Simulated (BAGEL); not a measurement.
# One shape, several levels: triplet SF2

Aim: a comparison of 6 runs (UHF/STO-3G, UHF/3-21G, ROHF/6-31G*, UHF/6-31G*, ROHF/def2-TZVP, UHF/def2-TZVP) of triplet SF2. 

The results are computed with BAGEL 1.2.2.

2 further runs of the same task are left out: 2 set aside as unsound or not needed.

### 1 The system as given

SF2: 3 atoms, total charge 0, spin state triplet. As SMILES of the parent species, `FSF`. The shape is that of a PBE0-D4/def2-TZVP optimisation. That shape belongs to the parent species and isn't relaxed for this state.

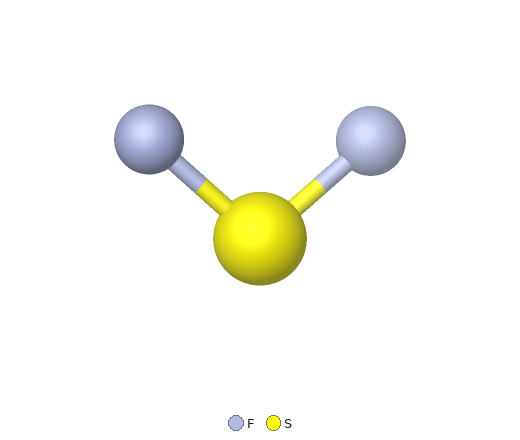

The structure, seen from a chosen angle (fluorine light blue, sulfur yellow).

### 2 The energy at UHF/STO-3G (density fitting with cc-pvqz-jkfit) (run 1)

The input, calc.json:

```json
{ "bagel" : [

{
  "title" : "molecule",
  "basis" : "sto-3g",
  "df_basis" : "cc-pvqz-jkfit",
  "angstrom" : true,
  "geometry" : [
    { "atom" : "F", "xyz" : [       0.440140,       1.116450,       0.365400 ] },
    { "atom" : "S", "xyz" : [      -0.601990,       0.126530,      -0.315250 ] },
    { "atom" : "F", "xyz" : [       0.161840,      -1.242970,      -0.050150 ] }
  ]
},

{
  "title" : "uhf",
  "nopen" : 2
},

{
  "title" : "print",
  "file" : "orbitals.molden",
  "orbitals" : true
}

]}
```

Launch:

```console
BAGEL_NUM_THREADS=1 BAGEL calc.json > calc.out
```

Standard output:

```text
* using 1 threads per process

  ===============================================================
  ===============================================================

  *** Geometry ***

  { "atom" : "F", "xyz" : [      0.831744,      2.109785,      0.690506 ] },
  { "atom" : "S", "xyz" : [     -1.137596,      0.239107,     -0.595736 ] },
  { "atom" : "F", "xyz" : [      0.305833,     -2.348873,     -0.094770 ] },

  Number of auxiliary basis functions:      360

  Since a DF basis is specified, we compute 2- and 3-index integrals:
    o Being stored without compression. Storage requirement is 0.001 GB

  Number of basis functions:       19
  Number of electrons      :       34

    * METHOD: MOLECULE                             0.07

  *** Open-shell HF ***

  === Nuclear Repulsion ===
   113.6011410477

      * DIIS with orbital gradients will be used.

  === UHF iteration (sto-3g) ===
      0       -588.90237804          0.03408348           0.01
      1       -588.95480597          0.00508933           0.01
      2       -588.95888743          0.00245940           0.01
      3       -588.96031080          0.00168514           0.01
      4       -588.96172429          0.00067108           0.01
      5       -588.96190822          0.00011588           0.01
      6       -588.96191011          0.00002750           0.01
      7       -588.96191019          0.00000836           0.01
      8       -588.96191021          0.00000138           0.01
      9       -588.96191021          0.00000091           0.01
     10       -588.96191021          0.00000068           0.01
     11       -588.96191021          0.00000070           0.01
     12       -588.96191021          0.00000064           0.01
     13       -588.96191021          0.00000029           0.01
     14       -588.96191021          0.00000008           0.01
     15       -588.96191021          0.00000002           0.01
     16       -588.96191021          0.00000001           0.01
    * SCF iteration converged.

    * S^2 (UHF) is 2.0561

    * Permanent dipole moment:
           (    0.303383,    -0.063775,     0.158875) a.u.

    * METHOD: UHF                                  0.23

    * METHOD: PRINT                                0.00

  ===============================================================
```

Wall time 0.44 s (1 thread of Arm Neoverse V1, shared host).

### 3 The energy at UHF/3-21G (density fitting with cc-pvqz-jkfit) (run 2)

The input, hf.json:

```json
{ "bagel" : [

{
  "title" : "molecule",
  "basis" : "3-21g",
  "df_basis" : "cc-pvqz-jkfit",
  "angstrom" : "true",
  "geometry" : [
    { "atom" : "F", "xyz" : [    0.440140,    1.116450,    0.365400 ] },
    { "atom" : "S", "xyz" : [   -0.601990,    0.126530,   -0.315250 ] },
    { "atom" : "F", "xyz" : [    0.161840,   -1.242970,   -0.050150 ] }
  ]
},
{ "title" : "uhf", "nopen" : 2 },
{ "title" : "print", "file" : "orbitals.molden", "orbitals" : "true" }

]}
```

Launch:

```console
BAGEL_NUM_THREADS=1 BAGEL hf.json > hf.out
```

Standard output:

```text
* using 1 threads per process

  ===============================================================
  ===============================================================

  *** Geometry ***

  { "atom" : "F", "xyz" : [      0.831744,      2.109785,      0.690506 ] },
  { "atom" : "S", "xyz" : [     -1.137596,      0.239107,     -0.595736 ] },
  { "atom" : "F", "xyz" : [      0.305833,     -2.348873,     -0.094770 ] },

  Number of auxiliary basis functions:      360

  Since a DF basis is specified, we compute 2- and 3-index integrals:
    o Being stored without compression. Storage requirement is 0.003 GB

  Number of basis functions:       31
  Number of electrons      :       34

    * METHOD: MOLECULE                             0.08

  *** Open-shell HF ***

  === Nuclear Repulsion ===
   113.6011410477

      * DIIS with orbital gradients will be used.

  === UHF iteration (3-21g) ===
      0       -593.01898451          0.06928515           0.02
      1       -593.10575427          0.04297282           0.02
      2       -593.13198539          0.02612245           0.02
      3       -593.14519517          0.00134816           0.02
      4       -593.14566994          0.00048276           0.02
      5       -593.14577024          0.00020940           0.02
      6       -593.14579299          0.00006472           0.02
      7       -593.14579567          0.00002737           0.02
      8       -593.14579626          0.00000698           0.02
      9       -593.14579630          0.00000205           0.02
     10       -593.14579630          0.00000058           0.02
     11       -593.14579630          0.00000032           0.02
     12       -593.14579630          0.00000012           0.02
     13       -593.14579630          0.00000003           0.02
     14       -593.14579630          0.00000003           0.02
     15       -593.14579630          0.00000002           0.02
     16       -593.14579630          0.00000002           0.02
     17       -593.14579630          0.00000002           0.02
     18       -593.14579630          0.00000001           0.02
     19       -593.14579630          0.00000001           0.02
    * SCF iteration converged.

    * S^2 (UHF) is 2.0235

    * Permanent dipole moment:
           (    0.584966,    -0.122930,     0.306339) a.u.

    * METHOD: UHF                                  0.45

    * METHOD: PRINT                                0.00

  ===============================================================
```

It took 0.66 s on 1 thread of Arm Neoverse V1, shared host.

### 4 A single-point energy at ROHF/6-31G(d) (density fitting with cc-pvqz-jkfit, spherical functions) (run 3)

The input, input.json:

```json
{ "bagel": [

{
  "title": "molecule",
  "basis": "6-31gs.json",
  "df_basis": "cc-pvqz-jkfit",
  "angstrom": true,
  "geometry": [
    { "atom": "F", "xyz": [    0.440140,    1.116450,    0.365400 ] },
    { "atom": "S", "xyz": [   -0.601990,    0.126530,   -0.315250 ] },
    { "atom": "F", "xyz": [    0.161840,   -1.242970,   -0.050150 ] }
  ]
},
{
  "title": "rohf",
  "nopen": 2
},
{
  "title": "print",
  "file": "orbitals.molden",
  "orbitals": true
}

]}
```

The basis set 6-31G* is read from a file made from the Basis Set Exchange's data (not shown).

Launch:

```console
BAGEL_NUM_THREADS=1 BAGEL input.json > input.out
```

Standard output:

```text
* using 1 threads per process

  ===============================================================
  ===============================================================

  *** Geometry ***

  { "atom" : "F", "xyz" : [      0.831744,      2.109785,      0.690506 ] },
  { "atom" : "S", "xyz" : [     -1.137596,      0.239107,     -0.595736 ] },
  { "atom" : "F", "xyz" : [      0.305833,     -2.348873,     -0.094770 ] },

  Number of auxiliary basis functions:      360

  Since a DF basis is specified, we compute 2- and 3-index integrals:
    o Being stored without compression. Storage requirement is 0.006 GB

  Number of basis functions:       46
  Number of electrons      :       34

    * METHOD: MOLECULE                             0.09

  *** Open-shell HF ***

  === Nuclear Repulsion ===
   113.6011410477

      * DIIS with orbital gradients will be used.

  === ROHF iteration (6-31gs.json) ===
      0       -596.01602498          0.06208295           0.03
      1       -596.11500484          0.04406513           0.03
      2       -596.16099304          0.02928897           0.03
      3       -596.19934046          0.00127424           0.03
      4       -596.19947533          0.00047326           0.03
      5       -596.19955221          0.00014283           0.03
      6       -596.19956628          0.00002557           0.03
      7       -596.19957141          0.00000528           0.03
      8       -596.19957077          0.00000202           0.03
      9       -596.19957071          0.00000074           0.03
     10       -596.19957067          0.00000023           0.03
     11       -596.19957067          0.00000008           0.03
     12       -596.19957066          0.00000003           0.03
     13       -596.19957066          0.00000001           0.03
     14       -596.19957066          0.00000001           0.03
    * SCF iteration converged.

    * S^2 (ROHF) is 2.0000

    * Permanent dipole moment:
           (    0.439122,    -0.092282,     0.229962) a.u.

    * METHOD: ROHF                                 0.49

    * METHOD: PRINT                                0.01

  ===============================================================
```

Run time: 0.72 s. Hardware: 1 thread of Arm Neoverse V1, shared host.

Runs 4 to 5 aren't shown in full; the table further down has their settings and results.

### 5 A single-point energy at UHF/def2-TZVP (density fitting with cc-pvqz-jkfit) (run 6)

The input, input.json:

```json
{ "bagel" : [

{
  "title" : "molecule",
  "basis" : "def2-tzvp.json",
  "df_basis" : "cc-pvqz-jkfit",
  "angstrom" : true,
  "geometry" : [
    { "atom" : "F", "xyz" : [       0.440140,       1.116450,       0.365400 ] },
    { "atom" : "S", "xyz" : [      -0.601990,       0.126530,      -0.315250 ] },
    { "atom" : "F", "xyz" : [       0.161840,      -1.242970,      -0.050150 ] }
  ]
},

{
  "title" : "uhf",
  "nopen" : 2
},

{
  "title" : "print",
  "file" : "orbitals.molden",
  "orbitals" : true
}

]}
```

The basis set def2-TZVP is read from a file made from the Basis Set Exchange's data (not shown).

Launch:

```console
BAGEL_NUM_THREADS=1 BAGEL input.json > input.out
```

Standard output:

```text
* using 1 threads per process

  ===============================================================
  ===============================================================

  *** Geometry ***

  { "atom" : "F", "xyz" : [      0.831744,      2.109785,      0.690506 ] },
  { "atom" : "S", "xyz" : [     -1.137596,      0.239107,     -0.595736 ] },
  { "atom" : "F", "xyz" : [      0.305833,     -2.348873,     -0.094770 ] },

  Number of auxiliary basis functions:      360

  Since a DF basis is specified, we compute 2- and 3-index integrals:
    o Being stored without compression. Storage requirement is 0.028 GB

  Number of basis functions:       99
  Number of electrons      :       34

    * METHOD: MOLECULE                             0.14

  *** Open-shell HF ***

  === Nuclear Repulsion ===
   113.6011410477

      * DIIS with orbital gradients will be used.

  === UHF iteration (def2-tzvp.json) ===
      0       -596.11870384          0.04831771           0.08
      1       -596.23088471          0.03761179           0.08
      2       -596.29459609          0.02658762           0.08
      3       -596.35700265          0.00098347           0.08
      4       -596.35770402          0.00033144           0.08
      5       -596.35786510          0.00014343           0.08
      6       -596.35792890          0.00006640           0.08
      7       -596.35794797          0.00002435           0.08
      8       -596.35795190          0.00001135           0.08
      9       -596.35795270          0.00000562           0.08
     10       -596.35795288          0.00000199           0.08
     11       -596.35795290          0.00000080           0.08
     12       -596.35795291          0.00000026           0.08
     13       -596.35795291          0.00000010           0.08
     14       -596.35795291          0.00000005           0.08
     15       -596.35795291          0.00000003           0.08
     16       -596.35795291          0.00000001           0.08
     17       -596.35795291          0.00000001           0.08
    * SCF iteration converged.

    * S^2 (UHF) is 2.0308

    * Permanent dipole moment:
           (    0.351968,    -0.073964,     0.184321) a.u.

    * METHOD: UHF                                  1.50

    * METHOD: PRINT                                0.02

  ===============================================================
```

Run time: 1.8 s. Hardware: 1 thread of Arm Neoverse V1, shared host.

### 6 All runs side by side

| run | level | energy (Eh) | dipole moment (D) | ⟨S²⟩ | wall time |
| --- | --- | --- | --- | --- | --- |
| 1 | UHF/STO-3G (density fitting with cc-pvqz-jkfit) | -588.961910 | 0.89 | 2.056 | 0.44 s |
| 2 | UHF/3-21G (density fitting with cc-pvqz-jkfit) | -593.145796 | 1.71 | 2.023 | 0.66 s |
| 3 | ROHF/6-31G* (density fitting with cc-pvqz-jkfit, spherical functions) | -596.199571 | 1.28 | 2.000 | 0.72 s |
| 4 | UHF/6-31G* (density fitting with cc-pvqz-jkfit, spherical functions) | -596.206586 | 1.25 | 2.025 | 0.78 s |
| 5 | ROHF/def2-TZVP (density fitting with cc-pvqz-jkfit) | -596.349966 | 1.05 | 2.000 | 1.8 s |
| 6 | UHF/def2-TZVP (density fitting with cc-pvqz-jkfit) | -596.357953 | 1.03 | 2.031 | 1.8 s |

### 7 Results

| quantity | value |
| --- | --- |
| run 6: total energy | -596.35795 Eh |
| run 6: dipole moment | 1.03 D |
| run 6: ⟨S²⟩ | 2.031 |

**Reading.** The dipole moment (its size) runs from 0.89 D (UHF/STO-3G) to 1.71 D (UHF/3-21G). In run 1 the basis is minimal, so the values are rough. All runs together took 6.1 s, the longest 1.8 s.
